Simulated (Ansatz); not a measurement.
Response to strain in TiAl

The parent structure is TiAl (space group P4/mmm, No. 123; a = 2.8241 Å, c = 4.0748 Å; relaxed with 0.1 eV smearing).

Strains are applied to the cell and any free atomic positions relax.

Method: DFT with PBE, PAW potentials and a 420 eV plane-wave cutoff in Ansatz (an electronic-structure program), without spin-orbit coupling.

Notes on the quantities. energy relative to the base: free energy F.

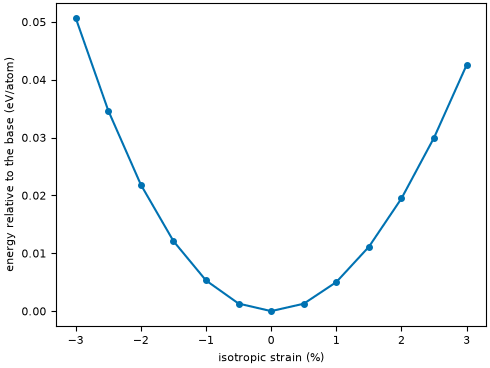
*Energy relative to the base against isotropic strain*

```csv
isotropic strain (%),energy relative to the base
-3,+51 meV/atom
-2.5,+35 meV/atom
-2,+22 meV/atom
-1.5,+12 meV/atom
-1,+5.3 meV/atom
-0.5,+1.3 meV/atom
0.5,+1.3 meV/atom
1,+5.0 meV/atom
1.5,+11 meV/atom
2,+19 meV/atom
2.5,+30 meV/atom
3,+43 meV/atom
```

No phonon test of stability was made. All final runs are without spin polarisation.
